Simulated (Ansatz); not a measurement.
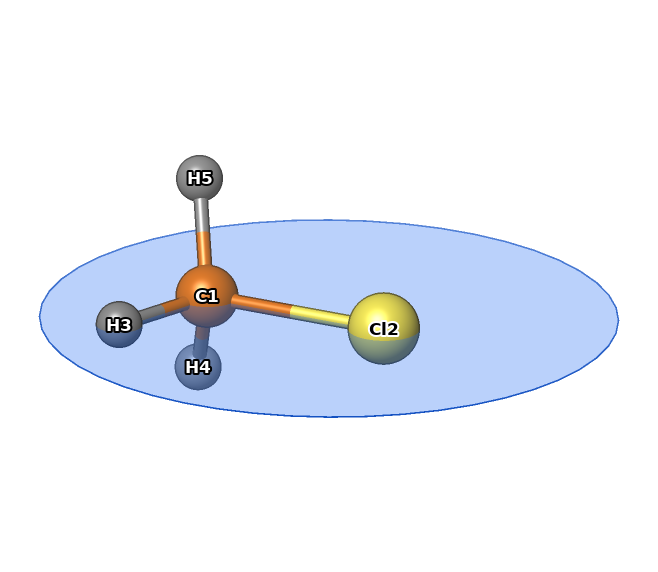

A disc through the centre of mass is drawn in. Atoms fade into the background with distance from the viewer. The geometry was computed by an optimisation with PBE0-D4/def2-TZVP. No frequency run is at hand to confirm it as a minimum.

Is the plane of the disc a mirror plane of the structure?

Yes. The reflection leaves C1, Cl2, H3 in place and moves H4 ↔ H5. The point group is C3v.
